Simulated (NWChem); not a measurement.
# OsO4 (osmium tetroxide): levels of theory compared

Aim: a comparison of 6 runs (HF/def2-SVP, HF/def2-SVPD, PBE0/def2-SVP, PBE0/def2-TZVP, MP2/def2-SVP, CCSD(T)/def2-SVP) of OsO4 (osmium tetroxide). 

Program for the calculation: NWChem 7.3.0.

### Step 1. The molecule

OsO4 has 5 atoms, charge 0, and is taken as a singlet. SMILES: `[O]=[Os](=[O])(=[O])=[O]`. The shape is that of a PBE0-D4/def2-TZVP optimisation.

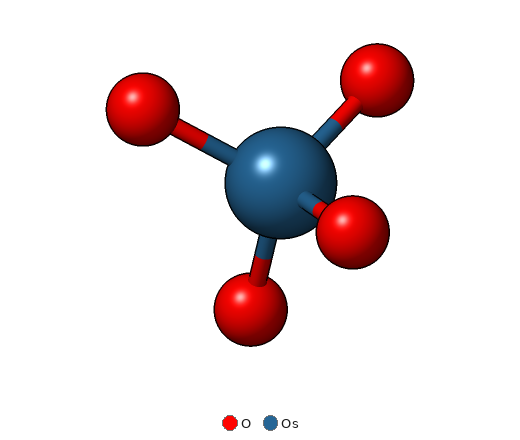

The structure, seen from a chosen angle (oxygen red, osmium blue).

### Step 2. Energy and forces at HF/def2-SVP (core potential) (run 1)

File m1.nw:

```
echo
start m1
title "O4Os"
memory stack 880 mb heap 220 mb global 1100 mb
charge 0
geometry units angstrom noautosym nocenter noautoz
  O     -0.891820    -0.135090     1.429830
  Os     0.000000     0.000000     0.000000
  O      1.432030    -0.887020     0.143110
  O     -0.909910    -0.603230    -1.290800
  O      0.369690     1.625340    -0.282130
end
basis "ao basis" spherical bse
  * library def2-SVP
end
ecp bse
  Os library def2-SVP
end
scf
  thresh 1e-08
  maxiter 80
end
task scf gradient
```

Command:

```console
$ nwchem m1.nw > m1.out
```

The log of the run:

```text
[...]
  functions       =    88
[...]
  wavefunction    = RHF
[...]
         Total SCF energy =   -388.845086466017
      One-electron energy =  -1029.706192958726
      Two-electron energy =    406.988852010605
 Nuclear repulsion energy =    233.872254482104
        Time for solution =     15.3s
[...]
                         RHF ENERGY GRADIENTS
    atom               coordinates                        gradient
                 x          y          z           x          y          z
   1 O      -1.685295  -0.255283   2.701987   -0.028050  -0.004249   0.044972
   2 Os      0.000000   0.000000   0.000000    0.000002  -0.000001  -0.000005
   3 O       2.706144  -1.676225   0.270439    0.045038  -0.027898   0.004501
   4 O      -1.719481  -1.139939  -2.439258   -0.028616  -0.018971  -0.040595
   5 O       0.698613   3.071447  -0.533148    0.011627   0.051119  -0.008873
[...]
```

Run time: 19 s. Hardware: 1 thread of Intel Xeon 6975P-C (Granite Rapids), shared host; peak memory 0.12 GiB.

### Step 3. Energy and gradient at HF/def2-SVPD (core potential) (run 2)

File a.xyz:

```xyz
5

O     -0.891820    -0.135090     1.429830
Os     0.000000     0.000000     0.000000
O      1.432030    -0.887020     0.143110
O     -0.909910    -0.603230    -1.290800
O      0.369690     1.625340    -0.282130
```

File a.nw:

```
START a
memory stack 880 mb heap 220 mb global 1100 mb
charge 0
GEOMETRY units angstrom noautosym nocenter noautoz
  load format xyz a.xyz
END
BASIS spherical bse
  * library def2-SVPD
END
ECP bse
  Os library def2-SVPD
END
SCF
  thresh 1e-08
  maxiter 80
  print low
END
TASK scf gradient
```

Command:

```console
$ nwchem a.nw > a.out
```

The log of the run:

```text
[...]
  functions       =   127
[...]
  wavefunction    = RHF
[...]
         Total SCF energy =   -388.874124906429
      One-electron energy =  -1029.726683671046
      Two-electron energy =    406.980304282512
 Nuclear repulsion energy =    233.872254482104
        Time for solution =     35.0s
[...]
                         RHF ENERGY GRADIENTS
    atom               coordinates                        gradient
                 x          y          z           x          y          z
   1 O      -1.685295  -0.255283   2.701987   -0.026490  -0.004013   0.042470
   2 Os      0.000000   0.000000   0.000000    0.000002  -0.000001  -0.000005
   3 O       2.706144  -1.676225   0.270439    0.042532  -0.026346   0.004251
   4 O      -1.719481  -1.139939  -2.439258   -0.027024  -0.017916  -0.038336
   5 O       0.698613   3.071447  -0.533148    0.010980   0.048275  -0.008379
 Task  times  cpu:       42.9s     wall:       42.9s
 Total times  cpu:       42.9s     wall:       42.9s
```

It took 44 s on 1 thread of Intel Xeon 6975P-C (Granite Rapids), shared host; peak memory 0.11 GiB.

Runs 3 to 5 aren't shown in full; the table further down has their settings and results.

### Step 4. The energy at CCSD(T)/def2-SVP (core potential) (run 6)

File o4os.nw:

```
start o4os
memory stack 880 mb heap 220 mb global 1100 mb

geometry units angstrom noautosym nocenter noautoz
   O     -0.891820    -0.135090     1.429830
   Os     0.000000     0.000000     0.000000
   O      1.432030    -0.887020     0.143110
   O     -0.909910    -0.603230    -1.290800
   O      0.369690     1.625340    -0.282130
end

basis spherical bse
   * library def2-SVP
end

ecp bse
   Os library def2-SVP
end

scf
   thresh 1e-08
   maxiter 80
end

ccsd
   freeze core 4
   maxiter 60
end

task ccsd(t) energy
```

Command:

```console
$ nwchem o4os.nw > o4os.out
```

The log of the run:

```text
[...]
  functions       =    88
[...]
  wavefunction    = RHF
[...]
         Total SCF energy =   -388.845086466017
      One-electron energy =  -1029.706192958726
      Two-electron energy =    406.988852010605
 Nuclear repulsion energy =    233.872254482104
        Time for solution =     14.5s
[...]
 Total MP2 energy:           -390.257929294812357
[...]
             energy      energy      error      ampl     ampl      Block
                                                time     time      time
[...]
 Total CCSD energy:           -390.066170901696978
[...]
 Total CCSD+T(CCSD) energy:           -390.174268306003569
[...]
 Total CCSD(T) energy:                -390.157886925009223
[...]
```

Run time: 3.6 min. Hardware: 1 thread of Intel Xeon 6975P-C (Granite Rapids), shared host; peak memory 0.38 GiB.

### Step 5. All runs side by side

```tsv
run	level	core potential	iteration cap	energy (Eh)	dipole moment (D)	HOMO energy (eV)	LUMO energy (eV)	wall time
1	HF/def2-SVP (core potential)	def2-SVP	80	-388.845086	0.00	-14.77	-1.55	19 s
2	HF/def2-SVPD (core potential)	def2-SVPD	80	-388.874125	–	–	–	44 s
3	PBE0/def2-SVP (core potential)	def2-SVP	100	-391.012270	0.00	-10.63	-4.26	35 s
4	PBE0/def2-TZVP (core potential)	def2-TZVP	100	-391.412427	0.00	–	–	67 s
5	MP2/def2-SVP (core potential)	def2-SVP	80	-390.257929	0.00	-14.77	-1.55	38 s
6	CCSD(T)/def2-SVP (core potential)	def2-SVP	80	-390.157887	–	-14.77	-1.55	3.6 min
```

### Step 6. Results

| quantity | value |
| --- | --- |
| run 6: total energy | -390.15789 Eh |
| run 6: HOMO energy (Hartree–Fock orbitals) | -14.77 eV |
| run 6: LUMO energy (Hartree–Fock orbitals) | -1.55 eV |
| run 6: HOMO–LUMO gap (Hartree–Fock orbitals) | 13.22 eV |
| run 6: correlation energy (4 core orbitals frozen) | -1312.8 mEh |
| run 6: (T) correction | -91.72 mEh |

**Reading.** Below the HF energy at the same shape and in the same basis (def2-SVP): MP2 -1412.8 mEh; CCSD(T) -1312.8 mEh. All runs together took 7 min, the longest 3.6 min.
